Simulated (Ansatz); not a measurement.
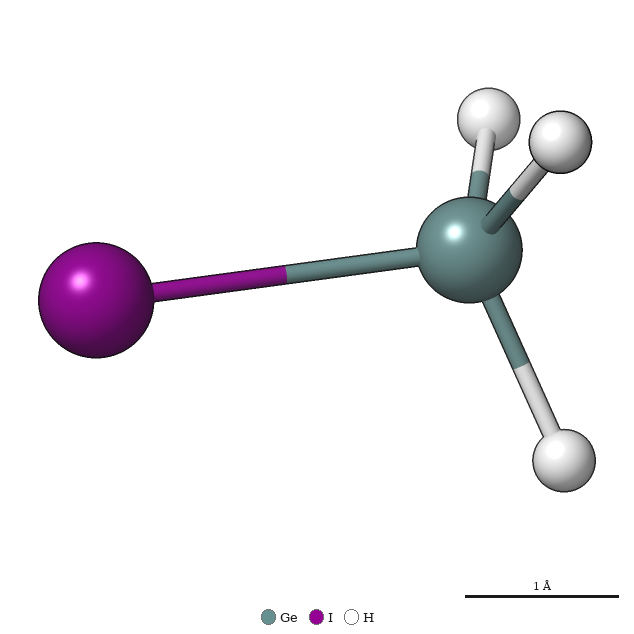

The structure as it stands in the input.

Ansatz 0.2.0 input:

```yaml
crystal:
  periodic: [false, false, false]
  atoms:
    - {symbol: Ge, position_ang: [-0.009335, 0.021044, -0.230426]}
    - {symbol: I, position_ang: [0.205697, -0.377097, 2.242655]}
    - {symbol: H, position_ang: [-0.354624, 1.499913, -0.431655]}
    - {symbol: H, position_ang: [-1.128151, -0.887971, -0.748800]}
    - {symbol: H, position_ang: [1.336313, -0.329489, -0.873174]}
basis:
  gaussian: {orbitals: def2-SVP}
hamiltonian: {xc: {name: wB97}}
```

It was started with:

```sh
ansatz run in.yaml --threads 4 --pin off --events-out ev --progress --plain --max-ram 10444MiB
```

Result:

```
Functional definition: wB97
  name "wB97"
  cite "Chai & Head-Gordon, J. Chem. Phys. 128, 084106 (2008) doi:10.1063/1.2834918"
  cite "Becke, J. Chem. Phys. 107, 8554 (1997) doi:10.1063/1.475007"
  parameter omega = 0.4/bohr
  parameter cx1 = 1.13116
  parameter cx2 = -2.74915
  parameter cx3 = 12.0900
  parameter cx4 = -5.71642
  parameter css1 = -2.55352
  parameter css2 = 11.8926
  parameter css3 = -26.9452
  parameter css4 = 17.0927
  parameter cos1 = 3.99051
  parameter cos2 = -17.0066
  parameter cos3 = 1.07292
  parameter cos4 = 8.88211
  # The coefficients of nought are those of the uniform gas.
  exchange = spin_sum(e_x_unif_sr(omega)*poly(b97_u_x, 1, cx1, cx2, cx3, cx4)) + exact_x_lr(omega)
  correlation = spin_sum(e_c_pw_same_spin*poly(b97_u_same, 1, css1, css2, css3, css4))
      + integral(e_c_pw_opposite_spin*poly(b97_u_opposite, 1, cos1, cos2, cos3, cos4))
841 factors; their error is unknown
248 factors; integrals over basis functions are off by at most 9.1e-6 eV
mean field evaluation 1: about -64666.2327 eV, gradient 1.8e1 eV
mean field evaluation 2: about -64666.5366 eV, gradient 1.6e1 eV
mean field evaluation 4: about -64666.8360 eV, gradient 4.8e-1 eV
mean field evaluation 8: about -64666.8094 eV, gradient 6.9e-3 eV
mean field -64666.80940213 eV, -2376.4614127904 hartree, gradient 5.0e-5 eV, S^2 0.000000; 0 other end points of the search recorded, 0 dependent functions left out
reference -64666.80939434 eV, -2376.4614125043 hartree; 30, 30 occupied and 43, 43 virtual orbitals, 841 factors
Total energy: -64666.80939434 eV, -2376.4614125043 hartree
```

The calculation finished and met its thresholds.
